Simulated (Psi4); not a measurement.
**CsBr (SMILES [Br][Cs]): r2SCAN/def2-TZVPP (core potential)**

What is the energy change on altering one bond length of CsBr at r2SCAN/def2-TZVPP (core potential)? 

The calculation is run with Psi4 1.11.

2 further runs of the same task are left out: 1 that didn't finish, 1 set aside as unsound or not needed.

## (1) The structure to begin with

CsBr: 2 atoms, total charge 0, spin state singlet. As SMILES, `[Br][Cs]`. Geometry: the measured bond length.

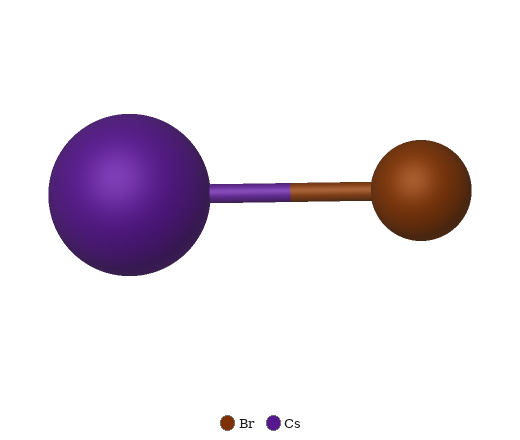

The structure, seen from a chosen angle (bromine brown, caesium purple).

## (2) Energy and gradient at r2SCAN/def2-TZVPP (core potential)

input.dat reads:

```
memory 1.6 GB

molecule {
  0 1
  Br
  Cs 1 R2

  R2 = 3.072251
  symmetry c1
  no_reorient
  no_com
}

set puream true
set e_convergence 1e-09
set d_convergence 1e-08
set scf_type pk
set dft_radial_points 99
set dft_spherical_points 590

gradient("r2scan/def2-TZVPP")
print_variables()
```

Launch:

```bash
$ psi4 -n 1 input.dat output.dat
```

output.dat:

```text
[...]
    !!!  WARNING: ECP capability is in beta. Please check occupations closely.  !!!
[...]
  Running in c1 symmetry.
[...]
  Nuclear repulsion =   54.256901978728301
[...]
  Multiplicity = 1
[...]
  Nalpha       = 22
  Nbeta        = 22
[...]
    Number of basis functions: 84
[...]
   @RKS iter   1: -2593.90012172507068   -1.46791e+00   1.99784e-02 DIIS/ADIIS
[...]
   @RKS iter  11: -2594.39608114351950   -1.09139e-11   2.51253e-09 DIIS
[...]
    Orbital Energies [Eh]
    ---------------------
    Doubly Occupied:
       1A   -482.095387     2A    -62.171073     3A    -55.950293
       4A    -55.950293     5A    -55.950277     6A     -8.504581
       7A     -6.302982     8A     -6.302922     9A     -6.302922
      10A     -2.402578    11A     -2.402497    12A     -2.402497
      13A     -2.402365    14A     -2.402346    15A     -1.025758
      16A     -0.605709    17A     -0.517527    18A     -0.517527
      19A     -0.505465    20A     -0.181659    21A     -0.177825
      22A     -0.177825
[...]
  @RKS Final Energy: -2594.39608114351950
   => Energetics <=
    Nuclear Repulsion Energy =             54.2569019787283011
    One-Electron Energy =               -3728.3978949878264757
    Two-Electron Energy =                1174.3542167092427917
    DFT Exchange-Correlation Energy =     -94.6093048436641482
    Empirical Dispersion Energy =           0.0000000000000000
    VV10 Nonlocal Energy =                  0.0000000000000000
    Total Energy =                      -2594.3960811435194955
[...]
 Multipole Moments:
 ------------------------------------------------------------------------------------
     Multipole            Electronic (a.u.)      Nuclear  (a.u.)        Total (a.u.)
 ------------------------------------------------------------------------------------
 L = 1.  Multiply by 2.5417464519 to convert [e a0] to [Debye]
 Dipole X            :          0.0000000            0.0000000            0.0000000
 Dipole Y            :         -0.0000000            0.0000000           -0.0000000
 Dipole Z            :        112.2584850         -108.0274640            4.2310209
 Magnitude           :                                                    4.2310209
[...]
  -Total Gradient:
     Atom            X                  Y                   Z
    ------   -----------------  -----------------  -----------------
       1       -0.000000000177     0.000000000008     0.002635450042
       2        0.000000000177    -0.000000000007    -0.002696758903
[...]
```

It took 37 s on 1 thread of Intel Xeon at 2.50GHz (Skylake/Cascade Lake), shared host; peak memory 0.84 GiB.

## (3) The distorted shape, same level

job.in reads:

```
memory 1.6 GB

molecule geom {
  0 1
  Br
  Cs 1 r2

  r2 = 5.5301
  symmetry c1
  no_reorient
  no_com
}

set globals {
  basis                def2-TZVPP
  reference            rks
  puream               true
  e_convergence        1e-09
  d_convergence        1e-08
  scf_type             pk
  dft_radial_points    99
  dft_spherical_points 590
}

e_tot, wfn = gradient("r2scan", return_wfn=True)
oeprop(wfn, "LOWDIN_CHARGES", "DIPOLE", "QUADRUPOLE")
```

Launch:

```bash
$ psi4 job.in job.out -n 1
```

job.out:

```text
[...]
    !!!  WARNING: ECP capability is in beta. Please check occupations closely.  !!!
[...]
  Running in c1 symmetry.
[...]
  Nuclear repulsion =   30.142460599455710
[...]
  Multiplicity = 1
[...]
  Nalpha       = 22
  Nbeta        = 22
[...]
    Number of basis functions: 84
[...]
   @RKS iter   1: -2593.80285730295509   -1.49784e+00   2.02002e-02 DIIS/ADIIS
[...]
   @RKS iter  14: -2594.32889958729493   -7.73070e-12   1.72990e-09 DIIS
[...]
    Orbital Energies [Eh]
    ---------------------
    Doubly Occupied:
       1A   -482.027484     2A    -62.103062     3A    -55.882638
       4A    -55.882111     5A    -55.882111     6A     -8.436500
       7A     -6.236060     8A     -6.234269     9A     -6.234269
      10A     -2.335155    11A     -2.334725    12A     -2.334725
      13A     -2.333431    14A     -2.333428    15A     -1.111133
      16A     -0.598701    17A     -0.598701    18A     -0.595906
      19A     -0.527273    20A     -0.111889    21A     -0.105915
      22A     -0.105915
[...]
  @RKS Final Energy: -2594.32889958729493
   => Energetics <=
    Nuclear Repulsion Energy =             30.1424605994557098
    One-Electron Energy =               -3681.8792955954231729
    Two-Electron Energy =                1151.9670135236706301
    DFT Exchange-Correlation Energy =     -94.5590781149980160
    Empirical Dispersion Energy =           0.0000000000000000
    VV10 Nonlocal Energy =                  0.0000000000000000
    Total Energy =                      -2594.3288995872949272
[...]
  -Total Gradient:
     Atom            X                  Y                   Z
    ------   -----------------  -----------------  -----------------
       1        0.000000000003    -0.000000000001    -0.010745647869
       2       -0.000000000001    -0.000000000000     0.010801877962
[...]
 Multipole Moments:
 ------------------------------------------------------------------------------------
     Multipole            Electronic (a.u.)      Nuclear  (a.u.)        Total (a.u.)
 ------------------------------------------------------------------------------------
 L = 1.  Multiply by 2.5417464519 to convert [e a0] to [Debye]
 Dipole X            :         -0.0000000            0.0000000           -0.0000000
 Dipole Y            :         -0.0000000            0.0000000           -0.0000000
 Dipole Z            :        203.7006015         -194.4511301            9.2494714
 Magnitude           :                                                    9.2494714
 L = 2.  Multiply by 1.3450342976 to convert [e a0^2] to [Debye ang]
 Quadrupole XX       :        -29.9550009            0.0000000          -29.9550009
 Quadrupole XY       :         -0.0000000            0.0000000           -0.0000000
[...]
```

Wall time 30 s (1 thread of Intel Xeon at 2.50GHz (Skylake/Cascade Lake), shared host); peak memory 0.79 GiB.

## (4) Summary of results

At r2SCAN/def2-TZVPP (core potential):

| quantity | value |
| --- | --- |
| first shape: total energy | -2594.39608 Eh |
| first shape: dipole moment | 10.75 D |
| first shape: HOMO energy | -4.84 eV |
| first shape: LUMO energy | -0.98 eV |
| first shape: HOMO–LUMO gap | 3.86 eV |
| first shape: largest force on an atom | 0.139 eV/Å |
| distorted shape: total energy | -2594.32890 Eh |
| distorted shape: dipole moment | 23.51 D |
| distorted shape: HOMO energy | -2.88 eV |
| distorted shape: LUMO energy | -2.26 eV |
| distorted shape: HOMO–LUMO gap | 0.62 eV |
| distorted shape: largest force on an atom | 0.555 eV/Å |
| energy change with the Br1–Cs2 bond stretched from 3.072 to 5.530 Å | 1.828 eV |

**Reading.** With the Br1–Cs2 bond stretched from 3.072 to 5.530 Å the energy rises by 1.83 eV (42 kcal/mol). The first shape isn't relaxed at this level, so the change isn't measured from a minimum.
